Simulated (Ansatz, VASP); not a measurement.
**Ge (Germanium): VASP beside Ansatz**

Aim: how closely do two programs agree when they are given the same cell, functional and k mesh?

Method: plane waves, with VASP 6.6.1 beside it; band structure at PBE, band structure at r2SCAN and band structure at PBE, spin-orbit coupling, in Ansatz 0.2.0.

## (1) The structure

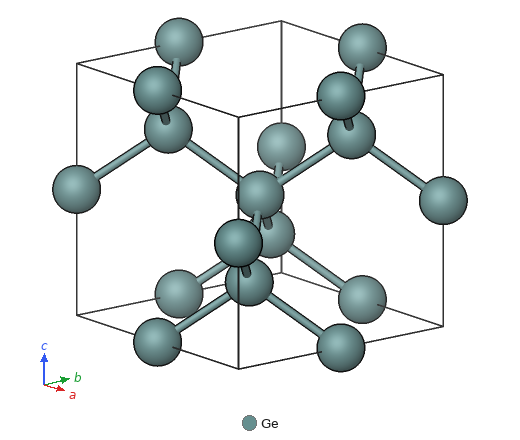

Start, viewed from a free direction; germanium teal. This picture shows the conventional cell, with its axes. Some periodic images of atoms are drawn too.

## (2) VASP: band structure, PBE

The same path points are solved in both programs, so levels can be compared one by one.

Lines of VASP's logs that name or quote its potential files are left out, and so is its time.

INCAR

```
SYSTEM = Ge
PREC = Accurate
ENCUT = 410
EDIFF = 1E-06
NELM = 100
ISMEAR = 0
SIGMA = 0.02
LREAL = .FALSE.
ALGO = Normal
GGA = PE
NBANDS = 26
LORBIT = 11
LWAVE = .FALSE.
LCHARG = .FALSE.
KPAR = 4
```

POSCAR

```
Ge
1.0
    0.0000000000      2.8289100000      2.8289100000
    2.8289100000      0.0000000000      2.8289100000
    2.8289100000      2.8289100000      0.0000000000
Ge
2
Direct
    0.0000000000      0.0000000000      0.0000000000
    0.2500000000      0.2500000000      0.2500000000
```

KPOINTS

```
Automatic mesh
0
Gamma
4 4 4
0 0 0
```

KPOINTS_OPT

```
Line mode
16
Line-mode
Reciprocal
  0.00000000   0.00000000   0.00000000 GAMMA
  0.50000000   0.00000000   0.50000000 X

  0.50000000   0.00000000   0.50000000 X
  0.50000000   0.25000000   0.75000000 W

  0.50000000   0.25000000   0.75000000 W
  0.37500000   0.37500000   0.75000000 K

  0.37500000   0.37500000   0.75000000 K
  0.00000000   0.00000000   0.00000000 GAMMA

  0.00000000   0.00000000   0.00000000 GAMMA
  0.50000000   0.50000000   0.50000000 L

  0.50000000   0.50000000   0.50000000 L
  0.62500000   0.25000000   0.62500000 U

  0.62500000   0.25000000   0.62500000 U
  0.50000000   0.25000000   0.75000000 W

  0.50000000   0.25000000   0.75000000 W
  0.50000000   0.50000000   0.50000000 L

  0.50000000   0.50000000   0.50000000 L
  0.37500000   0.37500000   0.75000000 K

  0.62500000   0.25000000   0.62500000 U
  0.50000000   0.00000000   0.50000000 X
```

PAW data sets: Ge_d (PBE family, release 64).

On the command line:

```console
mpirun -np 4 vasp_std
```

Numbers of over 12 decimals in the logs are rounded to 6 here.

What it wrote:

```text
[banner, memory and clock lines left out]
running    4 mpi-ranks, on    1 nodes
 distrk:  each k-point on    1 cores,    4 groups
 distr:  one band on    1 cores,    1 groups

 POSCAR found type information on POSCAR Ge
 POSCAR found :  1 types and       2 ions
 LDA part: xc-table for (Slater+PW92), standard interpolation
 POSCAR, INCAR and KPOINTS ok, starting setup
 FFT: planning ... GRIDC
 FFT: planning ... GRID_SOFT
 FFT: planning ... GRID
 WAVECAR not read
 entering main loop
       N       E                     dE             d eps       ncg     rms          rms(c)
DAV:   1     0.173812830830E+03    0.17381E+03   -0.11535E+04   516   0.264E+03
DAV:   2     0.165728492389E+02   -0.15724E+03   -0.14981E+03   424   0.471E+02
DAV:   3    -0.811607059643E+01   -0.24689E+02   -0.24455E+02   466   0.112E+02
DAV:   4    -0.883735971177E+01   -0.72129E+00   -0.72080E+00   464   0.217E+01
DAV:   5    -0.884700040154E+01   -0.96407E-02   -0.96400E-02   482   0.272E+00    0.332E+00
DAV:   6    -0.878059517813E+01    0.66405E-01   -0.16725E-02   450   0.108E+00    0.198E+00
DAV:   7    -0.874628044963E+01    0.34315E-01   -0.46825E-02   480   0.168E+00    0.168E-01
DAV:   8    -0.874869807986E+01   -0.24176E-02   -0.59726E-03   450   0.745E-01    0.557E-02
DAV:   9    -0.874885359355E+01   -0.15551E-03   -0.20780E-04   494   0.183E-01    0.204E-02
DAV:  10    -0.874888449241E+01   -0.30899E-04   -0.51882E-05   464   0.813E-02    0.745E-03
DAV:  11    -0.874888632359E+01   -0.18312E-05   -0.81108E-06   456   0.384E-02    0.153E-03
DAV:  12    -0.874888663211E+01   -0.30852E-06   -0.20755E-07   336   0.325E-03
   1 F= -.87488866E+01 E0= -.87487779E+01  d E =-.217471E-03
 Start KPOINTS_OPT (optional k-point list driver)
k-point batch [1-8\160]
       N       E                     dE             ncg
DAV:   1    -0.157518501691E+04   -0.27762E+04      526
DAV:   2    -0.286729131789E+04   -0.12921E+04      424
DAV:   3    -0.307531894975E+04   -0.20803E+03      424
DAV:   4    -0.308086529164E+04   -0.55463E+01      444
DAV:   5    -0.308093828076E+04   -0.72989E-01      446
DAV:   6    -0.308093990798E+04   -0.16272E-02      444
DAV:   7    -0.308093996339E+04   -0.55416E-04      462
DAV:   8    -0.308093996528E+04   -0.18843E-05      394
DAV:   9    -0.308093996535E+04   -0.77624E-07      260
[...]
k-point batch [153-160\160]
       N       E                     dE             ncg
DAV:   1    -0.172187362700E+04   -0.88143E+04      530
DAV:   2    -0.299593816600E+04   -0.12741E+04      416
DAV:   3    -0.319795926206E+04   -0.20202E+03      516
DAV:   4    -0.320386581910E+04   -0.59066E+01      442
DAV:   5    -0.320394365738E+04   -0.77838E-01      512
DAV:   6    -0.320394545775E+04   -0.18004E-02      448
DAV:   7    -0.320394552210E+04   -0.64348E-04      510
DAV:   8    -0.320394552469E+04   -0.25879E-05      364
DAV:   9    -0.320394552480E+04   -0.10924E-06      254
```

From OUTCAR (step 2):

```text
ion  position               nearest neighbor table
   1  0.000  0.000  0.000-   2 2.45   2 2.45   2 2.45   2 2.45
   2  0.250  0.250  0.250-   1 2.45   1 2.45   1 2.45   1 2.45

  LATTYP: Found a face centered cubic cell.
 ALAT       =     5.6578200000

 Subroutine GETGRP returns: Found 48 space group operations
 (whereof 24 operations were pure point group operations)

The static configuration has the point symmetry T_d .
 The point group associated with its full space group is O_h .

 Found      8 irreducible k-points:

   k-points           NKPTS =      8   k-points in BZ     NKDIM =      8   number of bands    NBANDS=     26

   dimension x,y,z NGX =    28 NGY =   28 NGZ =   28
   dimension x,y,z NGXF=    56 NGYF=   56 NGZF=   56

   ENCUT  =  410.0 eV  30.13 Ry    5.49 a.u.   6.61  6.61  6.61*2*pi/ulx,y,z

   NELECT =      28.0000    total number of electrons

 k-points in reciprocal lattice and weights: Automatic mesh
   0.00000000  0.00000000  0.00000000       0.016
   0.25000000  0.00000000  0.00000000       0.125
   0.50000000  0.00000000  0.00000000       0.062
   0.25000000  0.25000000  0.00000000       0.094
   0.50000000  0.25000000  0.00000000       0.375
  -0.25000000  0.25000000  0.00000000       0.188
   0.50000000  0.50000000  0.00000000       0.047
  -0.25000000  0.50000000  0.25000000       0.094

 average (electrostatic) potential at core
       1 -74.2861       2 -74.2861

 E-fermi :   5.0578

 k-point     1 :       0.0000    0.0000    0.0000
  band No.  band energies     occupation
    ...
     10     -19.5055      2.00000
     11      -7.7410      2.00000
     12       5.0336      1.91233
     13       5.0336      1.91218
     14       5.0336      1.91218
     15       5.0736      0.26332
     16       7.5716      0.00000
     17       7.5716      0.00000
     18       7.5716      0.00000
     19      11.4811      0.00000
    ...

 k-point     2 :       0.2500    0.0000    0.0000
  band No.  band energies     occupation
    ...
     10     -19.4847      2.00000
     11      -6.9985      2.00000
     12       0.3159      2.00000
     13       4.1477      2.00000
     14       4.1477      2.00000
     15       5.7044      0.00000
     16       8.6544      0.00000
     17       8.6544      0.00000
     18      10.6761      0.00000
     19      13.0672      0.00000
    ...

 k-point     3 :       0.5000    0.0000    0.0000
  band No.  band energies     occupation
    ...
     10     -19.4778      2.00000
     11      -5.6506      2.00000
     12      -2.5665      2.00000
     13       3.6242      2.00000
     14       3.6242      2.00000
     15       5.2164      0.00000
     16       8.7662      0.00000
     17       8.7662      0.00000
     18      12.1732      0.00000
     19      15.6254      0.00000
    ...

  Total        0.9291166      0.9291166      0.9291166     -0.0000000     -0.0000000     -0.0000000
  in kB       32.8770943     32.8770943     32.8770943     -0.0000000     -0.0000000     -0.0000000
  external PRESSURE =      32.8770943 kB  Pullay stress =       0.0000000 kB

  energy-cutoff  :      410.00
  volume of cell :       45.28
      direct lattice vectors                 reciprocal lattice vectors
     0.000000000  2.828910000  2.828910000    -0.176746521  0.176746521  0.176746521
     2.828910000  0.000000000  2.828910000     0.176746521 -0.176746521  0.176746521
     2.828910000  2.828910000  0.000000000     0.176746521  0.176746521 -0.176746521

 POSITION                                       TOTAL-FORCE (eV/Angst)
 -----------------------------------------------------------------------------------
      0.00000      0.00000      0.00000         0.000000      0.000000      0.000000
      1.41446      1.41446      1.41446        -0.000000     -0.000000     -0.000000
 -----------------------------------------------------------------------------------
    total drift:                                0.000000      0.000000      0.000000

  FREE ENERGIE OF THE ION-ELECTRON SYSTEM (eV)
  ---------------------------------------------------
  free  energy   TOTEN  =        -8.7488866321 eV

  energy  without entropy=       -8.7486691609  energy(sigma->0) =       -8.74877790

 total charge
# of ion       s       p       d       tot
------------------------------------------
    1        1.107   1.297  10.023  12.427
    2        1.107   1.297  10.023  12.427
--------------------------------------------------
tot          2.213   2.594  20.047  24.854

[... 3 further parts left out ...]
```

The run ends at a pressure of 3.29 GPa.

## (3) Ansatz: band structure, PBE

Ansatz runs on its default PAW (the set named soft_2) files.

The same cell, functional, mesh and smearing now go to Ansatz, which takes its cutoff from its data sets.

input.yaml

```yaml
crystal:
  lattice:
    - [0.0, 2.82891, 2.82891]
    - [2.82891, 0.0, 2.82891]
    - [2.82891, 2.82891, 0.0]
  atoms:
    - { symbol: Ge, position: [0.0, 0.0, 0.0] }
    - { symbol: Ge, position: [0.25, 0.25, 0.25] }
hamiltonian:
  xc: pbe
  pseudopotentials: { kind: paw }
kpoints:
  mp_grid: { grid: [4, 4, 4] }
  band_path:
    path:
      - [0.0, 0.0, 0.0]
      - [0.16667, 0.0, 0.16667]
      - [0.33333, 0.0, 0.33333]
      - [0.5, 0.0, 0.5]
      - [0.5, 0.08333, 0.58333]
      - [0.5, 0.18333, 0.68333]
      - [0.5, 0.25, 0.75]
      - [0.45, 0.3, 0.75]
      - [0.40833, 0.34167, 0.75]
      - [0.35, 0.35, 0.7]
      - [0.225, 0.225, 0.45]
      - [0.075, 0.075, 0.15]
      - [0.03333, 0.03333, 0.03333]
      - [0.23333, 0.23333, 0.23333]
      - [0.4, 0.4, 0.4]
      - [0.51667, 0.46667, 0.51667]
      - [0.55833, 0.38333, 0.55833]
      - [0.60833, 0.28333, 0.60833]
      - [0.60833, 0.25, 0.64167]
      - [0.55833, 0.25, 0.69167]
      - [0.51667, 0.25, 0.73333]
      - [0.5, 0.3, 0.7]
      - [0.5, 0.38333, 0.61667]
      - [0.5, 0.48333, 0.51667]
      - [0.475, 0.475, 0.55]
      - [0.425, 0.425, 0.65]
      - [0.38333, 0.38333, 0.73333]
      - [0.59167, 0.18333, 0.59167]
      - [0.55, 0.1, 0.55]
      - [0.5, 0.0, 0.5]
    npoints: 1
scf:
  occupations: { method: gaussian, width: 0.02 }
  n_extra_bands: 7
output:
  forces: true
  stress: true
  eigenvalues: true
  write_density: true
  write_potential: true
  elf: true
  volumetric_format: npy
```

On the command line:

```console
ansatz run input.yaml --threads 2 --pin off --max-ram 4608MiB --backend cpu --events-out ev --progress --plain --runs-dir out
```

What it wrote:

```text
scf.n_extra_bands = 7 over 14 filled bands (N_el = 28.0): the run solves 21 bands
Engine: ansatz 0.2.0, aarch64-unknown-linux-gnu
Pseudopotentials: kind: paw
Pseudopotential: Ge, paw, valence charge 14, recommended cutoff 420 eV (normal), Ge.paw.azcp
Functional definition: PBE
  parameter kappa = 0.804
  parameter beta = 0.066725
  exchange = pbe_x(kappa = kappa, mu = beta*pi^2/3)
  correlation = pbe_c(beta = beta)
Crystal: 2 atoms, lattice volume = 45.278 Å³
Basis set: ecut = 420 eV, 893 PW (Γ), exchange–correlation on 54×54×54 points (8 copies of the dense FFT grid, shifted against one another)
Bands: 21, of which v1, the nominal top of the filled ones, is band 14 counted from 1 (13 counted from 0)
Symmetry: 48 space group operations
Space group: Fd-3m (ITA 227), of the structure as read, at distance tolerance 3.6e-5 Å
k-points: 8 of 64
Non-local potential: Ge, projectors of the file, l = 0: 2, l = 1: 2, l = 2: 3, l = 3: 1
PAW form: soft (Blöchl's): semilocal exchange-correlation on the pseudo side does not see the compensation charge
PAW one-centre angular grid: Ge, 590 points (default); XC on 64 Gauss nodes
Initial density: superposition of atomic densities (neutral atoms: chi_scale 0, normalization atom), corrected by the library's trained network
Initial wavefunctions: pseudopotential atomic-orbital guess
Functional: x = pbe(κ = 0.804, μ = 0.219515), c = pbe(β = 0.066725)
SCF iter   1: F=—  HF=-8589.680208 eV  |F-HF|=—  |Δ(HF+E_count)|=         —  Δρ=2.05e-3  dr2=1.47e-3  ethr=1.77e-3  ⟨swp⟩=6.0  Hψ=776  notcnv=0
preconditioner: auto → LDOS  [insulator: Δε(μ)=0.032 eV  Ē_g=26.014 eV  σ=0.020 eV  W_gap=0.72  n_scr=14 (ndim 8)  ℏωp=29.2 eV  f_vac=0.080  D(μ)=1.51/eV (n_scr^D=14)  ε∞_Penn≈2.3  β→1.0]
SCF iter   2: F=—  HF=-8589.679998 eV  |F-HF|=—  |Δ(HF+E_count)|=   2.10e-4  Δρ=1.35e-3  dr2=4.06e-4  ethr=5.25e-6  ⟨swp⟩=2.0  Hψ=380  notcnv=0  defer=20
SCF iter   3: F=—  HF=-8589.679531 eV  |F-HF|=—  |Δ(HF+E_count)|=   4.67e-4  Δρ=2.88e-4  dr2=4.31e-5  ethr=1.45e-6  ⟨swp⟩=2.0  Hψ=294  notcnv=0  defer=20
SCF iter   4: F=—  HF=-8589.679485 eV  |F-HF|=—  |Δ(HF+E_count)|=   4.65e-5  Δρ=1.02e-4  dr2=4.37e-6  ethr=1.54e-7  ⟨swp⟩=2.0  Hψ=260  notcnv=0  defer=20
SCF iter   5: F=—  HF=-8589.679474 eV  |F-HF|=—  |Δ(HF+E_count)|=   1.09e-5  Δρ=1.39e-5  dr2=7.65e-8  ethr=1.56e-8  ⟨swp⟩=2.0  Hψ=261  notcnv=0  defer=20
SCF iter   6: F=-8589.679474 eV  HF=-8589.679474 eV  |F-HF|=1.01e-9  |Δ(HF+E_count)|=   6.54e-8  Δρ=1.30e-6  dr2=4.77e-10  ethr=2.73e-10  ⟨swp⟩=10.9  Hψ=1113  notcnv=0
SCF 1 converged in 6 iterations: F = -8589.679474 eV  dr2 = 4.77e-10
  greatest PAW one-centre occupation: 0.998 electrons in one spin orbital (limit 2), on the Ge atom at site 1 (counted from 0), in its partial waves of l = 2
NSCF: frozen V_eff on 30 k-points
SCF converged after 6 iterations
Free energy (F): -8589.679474 eV
Harris-Foulkes:  -8589.679474 eV  (|F-HF|=1.01e-9)
Internal energy: -8589.679196 eV  (E = F + TS)
E sigma→0 (E₀):  -8589.679335 eV
Entropy (-TS):   -0.000277 eV (-0.139 meV/atom)
Fermi energy:    8.640968 eV
--- Per-component energies (eV) ---
  E_band       = -296.686810
  E_kinetic    = 223.783317
  E_local      = -4943.461852  (includes V_loc(G=0)·N_el)
  E_nonlocal   = 838.158474
  E_hartree    = 2171.164905
  E_xc         = -151.224492
  E_vxc        = -129.382339  (∫ρ·V_xc dr)
  E_paw        = -4040.965558  (= ΣΔE_a)
  E_vpaw       = -628.112961  (= ΣTr[D̂ρ^β])
  E_aug_tail   = 0.000717  (compensation charges beyond the density's cutoff)
  E_ewald      = -2687.134708
  E_smearing   = -0.000277  (= −TS)
  E_closure    = 0.000000  (closes the sum)
  Σ components = -8589.679474   (vs F -8589.679474, Δ=0.00e0)
--- Forces (eV/Å), atoms counted from 1 ---
  atom   1  Ge     0.00000000    -0.00000000    -0.00000000
  atom   2  Ge     0.00000000     0.00000000    -0.00000000
  max |Σ_I F_I| component: 3.70e-17 eV/Å
--- Stress (GPa, compression-positive) ---
        3.811313      -0.000000      -0.000000
       -0.000000       3.811313      -0.000000
       -0.000000      -0.000000       3.811313
  P = ⅓ Tr σ = 3.8113 GPa (38.113 kbar)
--- Band table (eV; the first three rows and the last of 8) ---
  k-point 0: bands = [... 10 lower, -4.1580, 8.6191, 8.6191, 8.6191, 8.6537, 11.1508, 11.1508, 11.1508, ... 3 higher]
  k-point 1: bands = [... 10 lower, -3.4151, 3.9001, 7.7326, 7.7326, 9.2847, 12.2323, 12.2323, 14.2559, ... 3 higher]
  k-point 2: bands = [... 10 lower, -2.0665, 1.0174, 7.2091, 7.2091, 8.7969, 12.3424, 12.3424, 15.7507, ... 3 higher]
  k-point 7: bands = [... 10 lower, -0.1708, -0.1708, 4.7071, 4.7071, 12.9294, 12.9294, 13.3297, 13.3297, ... 3 higher]
```

It took 0.66 s on 2 threads of Arm Neoverse V2, shared host; peak memory 0.27 GiB.

The column dr2 measures how far the density is from self-consistency, as an energy; F and HF (Harris–Foulkes) agree once it is small.

## (4) Differences

Known differences besides the PAW data sets themselves: the cutoff is 420 eV in Ansatz and 410 eV in VASP; VASP leaves aspherical gradient terms in its spheres out (LASPH is not set), Ansatz keeps them. Total energies have different zeros and are not compared.

Both answers:

```
                     quantity  Ansatz   VASP  difference
               pressure (GPa)    3.81   3.29       +0.52
gap over the path points (eV)   0.035  0.040      -0.005
```

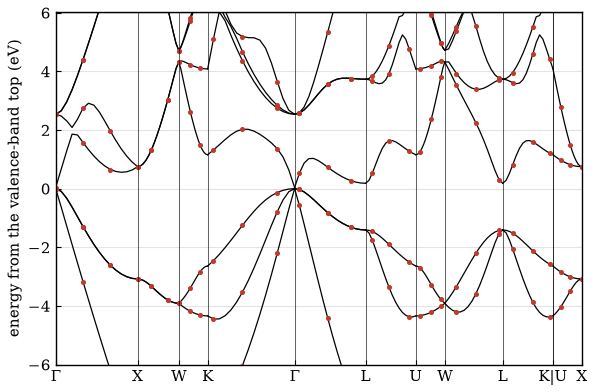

Bands from VASP (lines) and levels from Ansatz (dots). Dots without a line are higher empty bands that the VASP plot leaves out.

Levels at points of the path, from each program's valence-band top (eV; 4 filled, then empty):

```
k (reciprocal lattice)                                   Ansatz                                     VASP
     0.000 0.000 0.000     -12.78 0.00 0.00 0.00 0.04 2.53 2.53     -12.78 0.00 0.00 0.00 0.04 2.54 2.54
     0.167 0.000 0.167  -12.32 -3.17 -1.29 -1.29 1.57 2.74 4.39  -12.32 -3.17 -1.29 -1.29 1.57 2.75 4.40
     0.333 0.000 0.333  -11.00 -6.20 -2.61 -2.61 0.65 1.96 7.31  -10.99 -6.20 -2.61 -2.61 0.66 1.96 7.32
     0.500 0.000 0.500   -8.89 -8.89 -3.08 -3.08 0.74 0.74 9.50   -8.89 -8.89 -3.08 -3.08 0.75 0.75 9.51
     0.500 0.083 0.583   -8.86 -8.86 -3.33 -3.33 1.31 1.31 8.55   -8.86 -8.86 -3.33 -3.33 1.32 1.32 8.56
     0.500 0.183 0.683   -8.81 -8.81 -3.80 -3.80 3.02 3.02 6.15   -8.81 -8.81 -3.80 -3.80 3.03 3.03 6.16
     0.500 0.250 0.750   -8.79 -8.79 -3.91 -3.91 4.31 4.31 4.71   -8.79 -8.79 -3.91 -3.91 4.32 4.32 4.72
     0.450 0.300 0.750   -9.15 -8.45 -4.18 -3.40 2.63 4.22 5.71   -9.15 -8.45 -4.18 -3.39 2.64 4.23 5.72
     0.408 0.342 0.750   -9.32 -8.32 -4.31 -2.85 1.50 4.11 6.76   -9.32 -8.32 -4.31 -2.85 1.50 4.11 6.77
     0.350 0.350 0.700   -9.60 -8.04 -4.45 -2.46 1.31 5.09 6.70   -9.60 -8.04 -4.45 -2.46 1.32 5.10 6.71
```

Among the levels compared (up to four filled and three empty ones at each point), filled levels agree within 2 meV and empty ones within 12 meV.

## (5) Ansatz: band structure, r2SCAN

Levels along a path test the potential and the projectors away from the mesh points.

input.yaml, as its differences from that of step 3:

```diff
@@ -9,3 +9,3 @@
 hamiltonian:
-  xc: pbe
+  xc: r2scan
   pseudopotentials: { kind: paw }
```

What it wrote:

```text
[...]
Crystal: 2 atoms, lattice volume = 45.278 Å³
Basis set: ecut = 500 eV, 1139 PW (Γ), exchange–correlation on 120×120×120 points (64 copies of the dense FFT grid, shifted against one another)
Bands: 21, of which v1, the nominal top of the filled ones, is band 14 counted from 1 (13 counted from 0)
Symmetry: 48 space group operations
[...]
k-points: 8 of 64
[...]
k-point 0: bands = [... 10 lower, -4.8840, 8.4128, 8.4128, 8.4128, 8.8654, 11.1298, 11.1298, 11.1298, ... 3 higher]
  k-point 1: bands = [... 10 lower, -4.1041, 3.5853, 7.4823, 7.4823, 9.3678, 12.2738, 12.2738, 14.5184, ... 3 higher]
  k-point 2: bands = [... 10 lower, -2.6878, 0.5502, 6.9287, 6.9287, 8.8740, 12.4049, 12.4049, 16.0596, ... 3 higher]
  k-point 7: bands = [... 10 lower, -0.6911, -0.6911, 4.3529, 4.3529, 13.1082, 13.1082, 13.4604, 13.4604, ... 3 higher]
[key lines of the parts left out:]
SCF converged after 6 iterations
Free energy (F): -8605.569986 eV
Fermi energy:    8.639568 eV
P = ⅓ Tr σ = 0.6842 GPa (6.842 kbar)
```

It took 1.4 s on 2 threads; peak memory 0.39 GiB; 2.5 s of CPU time.

(Part 1 of 2 ends here.)

[Lines on the potential files, build, host, timing and source positions are cut from VASP's logs without a mark.]

[Logs are printed without paths, hosts, clocks, repeated set-up lines and the standing remarks that a program may print on its own settings, such as how far it seeks lower states.]

[Hosts, paths, dates, database ids (printed as entryN), source tags and the programs' standing remarks are cut or masked in the printed files.]
